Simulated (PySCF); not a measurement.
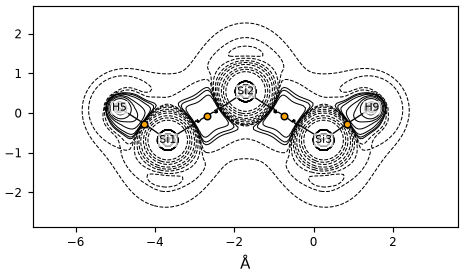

H₈Si₃, SMILES `[SiH3][SiH2][SiH3]`. Negative Laplacian of the density (−∇²ρ) in the plane of Si1, Si2, Si3, H5 and H9 (solid lines positive, dashed lines negative, contours at ±0.02 to ±8 a.u.), with bond paths and bond critical points (dots).

PySCF calculation, ωB97X/def2-TZVP, gas phase; geometry: GFN2-xTB. No frequency check shows the geometry to be a minimum.

Input script:

```python
import numpy as np
from pyscf import gto, scf, dft
from pyscf.scf import atom_ks, atom_hf
from scipy.linalg import block_diag

def solve(mol, dm0=None, hcore=None):
    mf = (dft.UKS if mol.spin else dft.RKS)(mol, xc='wb97x')
    mf.grids.level = 3
    mf = mf.density_fit(auxbasis='def2-universal-jkfit')
    mf.conv_tol, mf.max_cycle = 1e-8, 80
    if hcore is not None:
        mf.get_hcore = lambda *args: hcore
    mf.kernel(dm0)
    if not mf.converged:
        mf = mf.newton().run(mf.mo_coeff, mf.mo_occ, max_cycle=30)
    assert mf.converged, 'SCF not converged'
    return mf

mol = gto.M(atom='''
Si    -1.96413    -0.39116     0.00104
Si    -0.00001     0.83322     0.00000
Si     1.96414    -0.39115    -0.00104
H     -2.05348    -1.26499     1.17444
H     -3.18327     0.42073    -0.00975
H     -2.05473    -1.26496    -1.17228
H     -0.00052     1.75285    -1.15165
H      0.00052     1.75283     1.15169
H      3.18328     0.42073     0.00976
H      2.05349    -1.26497    -1.17445
H      2.05473    -1.26500     1.17226
''', basis='def2-tzvp', charge=0, spin=0, verbose=4)
mf = solve(mol)
mf.analyze()
# spherically averaged free atoms, for the promolecule
atm = atom_ks.get_atm_nrks(mol, xc='wb97x')
pro = block_diag(*[(atm[a[0]][2] * atm[a[0]][3]) @ atm[a[0]][2].T for a in mol._atom])
np.savez('result.npz', e=mf.e_tot, c=mf.mo_coeff, occ=mf.mo_occ, eps=mf.mo_energy, pro=pro, dip=mf.dip_moment(verbose=0), s2=mf.spin_square()[0])
```

Launched as:

```sh
OMP_NUM_THREADS=1 python input.py
```

The run took 18 s on 1 thread of Intel(R) Xeon(R) Platinum 8259CL CPU @ 2.50GHz (Skylake/Cascade Lake), with other jobs on the host, peak memory 0.65 GiB.

Partitions, critical points and surface values were worked out afterwards from this run's density.

At which bond critical points in this plane is charge locally concentrated, and at which depleted?

Concentrated (∇²ρ < 0): Si1–Si2 and Si2–Si3 (−0.18 a.u.). Depleted (∇²ρ > 0): Si1–H5 and Si3–H9 (+0.19 a.u., H = −0.077). A positive Laplacian with clearly negative H marks a strongly polar covalent bond, whose critical point lies close to the core of the less electronegative atom.
